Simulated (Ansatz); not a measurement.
```yaml
atoms:
  - { symbol: C, position_ang: [-0.3390, 1.9554, 0.5046] }
  - { symbol: C, position_ang: [-0.1487, 1.0077, 1.4236] }
  - { symbol: Ga, position_ang: [0.1753, -0.8487, 0.9123] }
  - { symbol: Ge, position_ang: [0.2216, -1.4304, -1.4633] }
  - { symbol: H, position_ang: [-0.3220, 1.7347, -0.5603] }
  - { symbol: H, position_ang: [-0.5198, 2.9962, 0.7665] }
  - { symbol: H, position_ang: [-0.1791, 1.3042, 2.4709] }
  - { symbol: H, position_ang: [0.4034, -1.9560, 2.0064] }
  - { symbol: H, position_ang: [1.5796, -2.0442, -1.8586] }
  - { symbol: H, position_ang: [-0.8521, -2.4854, -1.7974] }
  - { symbol: H, position_ang: [-0.0193, -0.2334, -2.4048] }
```

Geometry: PBE0-D4/def2-TZVP.

Level of theory: RKS PBE0-D4/def2-TZVPP (Ansatz).

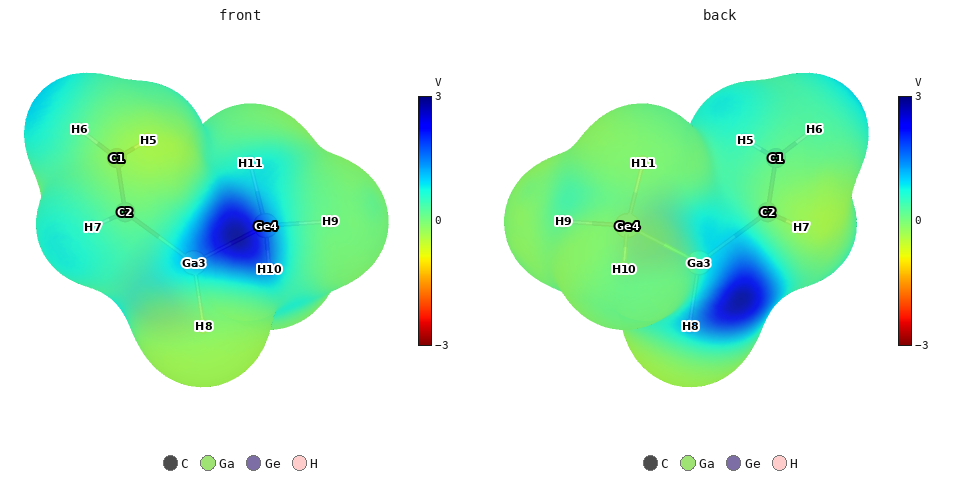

C$_{2}$H$_{7}$GaGe. The electrostatic potential painted on the density surface at 0.002 e/bohr³, seen from the front and from behind; the colour scale runs from red (negative) to blue (positive).

Question: Describe the electrostatic potential map.

Answer: The most negative region (about −0.4 V) lies over the π face of C1 and C2, the most positive (about +2.7 V) over Ga3.
